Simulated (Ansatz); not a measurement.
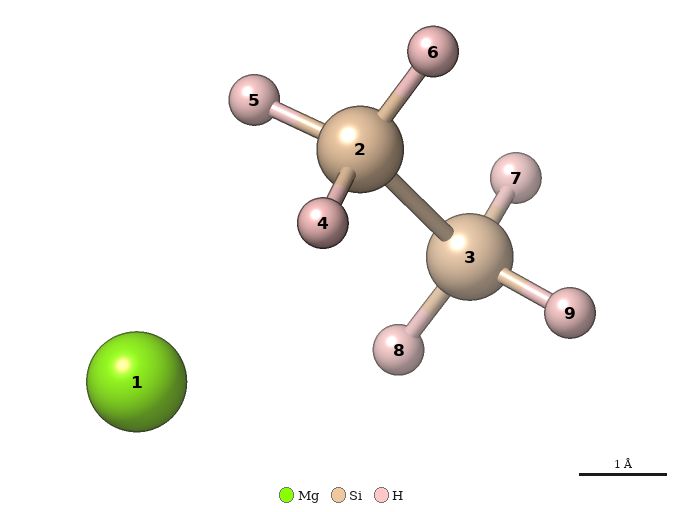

Orthographic view. Distant atoms are faded towards the background colour. The geometry was computed by an optimisation with PBE-D4/def2-SVP. No frequency run is at hand to confirm it as a minimum.

List the bonded neighbours of every atom.

Mg1: none
Si2: Si3, H4, H5, H6
Si3: Si2, H7, H8, H9
H4: Si2
H5: Si2
H6: Si2
H7: Si3
H8: Si3
H9: Si3
